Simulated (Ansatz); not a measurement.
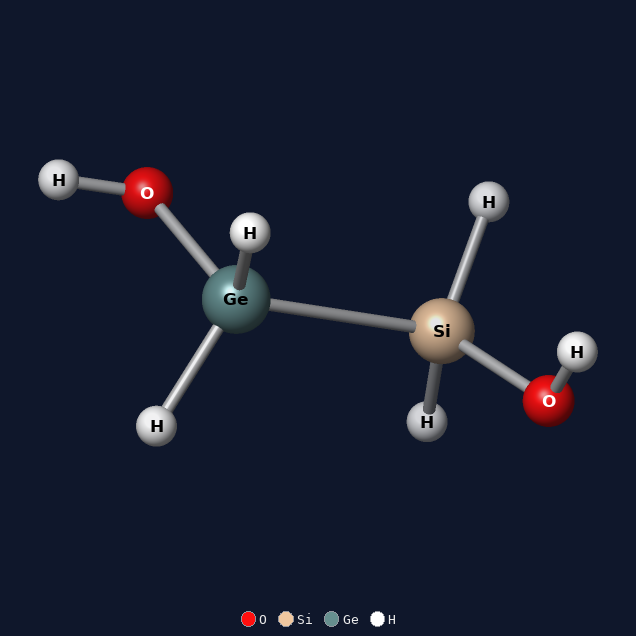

Starting geometry of the run.

The calculation was set up as follows.

```yaml
crystal:
  periodic: [false, false, false]
  atoms:
    - {symbol: O, position_ang: [-0.274351, 1.830371, -1.601087]}
    - {symbol: Si, position_ang: [-0.172250, 1.294622, -0.040671]}
    - {symbol: Ge, position_ang: [-0.064355, -1.092805, 0.046309]}
    - {symbol: O, position_ang: [0.404698, -1.459054, 1.737601]}
    - {symbol: H, position_ang: [0.482023, 1.686406, -2.171175]}
    - {symbol: H, position_ang: [-1.399627, 1.781116, 0.632181]}
    - {symbol: H, position_ang: [1.027968, 1.840786, 0.651984]}
    - {symbol: H, position_ang: [-1.400701, -1.803616, -0.270330]}
    - {symbol: H, position_ang: [1.003808, -1.678377, -0.912253]}
    - {symbol: H, position_ang: [0.392778, -2.399450, 1.927440]}
basis:
  gaussian: {orbitals: def2-SVP}
magnetization: {spin_polarized: true, initial_magnetization: 0}
hamiltonian: {xc: {name: r2SCAN50}}
scf: {lower_state_search: off}
```

It was started with:

```sh
ansatz run in.yaml --threads 4 --pin off --events-out ev --progress --plain --max-ram 10444MiB
```

Result:

```
Functional definition: r2SCAN50
  name "r2SCAN50"
  cite "Bursch, Neugebauer, Ehlert & Grimme, J. Chem. Phys. 156, 134105 (2022) doi:10.1063/5.0086040"
  cite "Furness, Kaplan, Ning, Perdew & Sun, J. Phys. Chem. Lett. 11, 8208 (2020) doi:10.1021/acs.jpclett.0c02405"
  cite "Furness, Kaplan, Ning, Perdew & Sun, J. Phys. Chem. Lett. 11, 9248 (2020) doi:10.1021/acs.jpclett.0c03077"
  parent r2scan
  parameter a = 0.5
  parameter k0 = 0.174
  parameter k1 = 0.065
  parameter a1 = 4.9479
  exchange = (1 - a)*r2scan_x(k0 = k0, k1 = k1, a1 = a1) + a*exact_x
  correlation = r2scan_c
these checks for a lower state are left out or cut short: stability, starts, cluster_reference, orbital_swaps, neighbouring_geometries, increment
1049 factors; integrals over basis functions are off by at most 1.2e-3 eV
mean field evaluation 1: about -68565.7358 eV, gradient 3.8e1 eV
mean field evaluation 2: about -68563.6941 eV, gradient 4.5e1 eV
mean field evaluation 4: about -68570.8179 eV, gradient 1.2e0 eV
mean field evaluation 8: about -68570.8210 eV, gradient 1.8e-2 eV
mean field evaluation 16: about -68570.8210 eV, gradient 6.3e-6 eV
mean field -68570.82102470 eV, -2519.9311936859 hartree, gradient 6.3e-6 eV, S^2 0.000000; 0 other end points of the search recorded, 0 dependent functions left out
reference -68570.82103178 eV, -2519.9311939462 hartree; 34, 34 occupied and 74, 74 virtual orbitals, 1049 factors
Total energy: -68570.82103178 eV, -2519.9311939462 hartree
Checks for a lower state left out: stability, starts, cluster_reference, orbital_swaps, neighbouring_geometries, increment
```

Self-consistency was reached.
